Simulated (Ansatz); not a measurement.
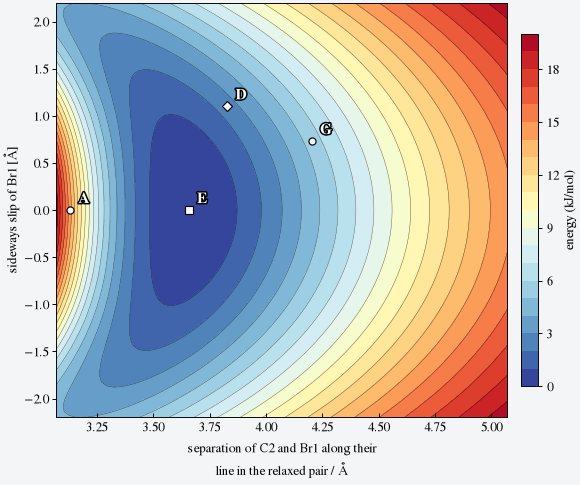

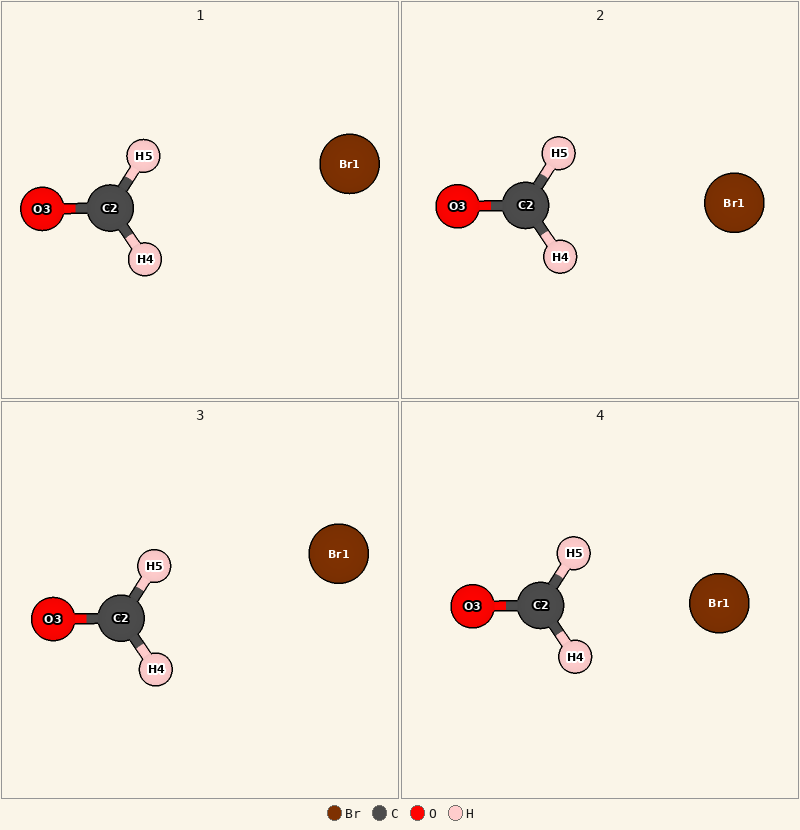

The pair Br···CH₂O, charge −1. First axis: separation of C2 and Br1 along their line in the relaxed pair. Second axis: sideways slip of Br1. Nothing is relaxed (both partners rigid). The scan uses a 13 × 13 grid; 91 points were computed and 78 follow by symmetry. Points are written as (first, second). All energies are given in kJ/mol relative to the lowest grid point. Level of theory: RHF/def2-SVPD (Ansatz).

Drawn: filled contours, lettered points. Between grid points the surface is interpolated. The numbered pictures are the structures at these points, in random order.

### Which structure belongs to which point?

A is structure 4: (3.132 Å, 0.00 Å), 14.3 kJ/mol; D is structure 3: (3.829 Å, 1.10 Å), 2.5 kJ/mol; E is structure 2: (3.658 Å, 0.00 Å), 0.0 kJ/mol; G is structure 1: (4.204 Å, 0.73 Å), 5.5 kJ/mol.
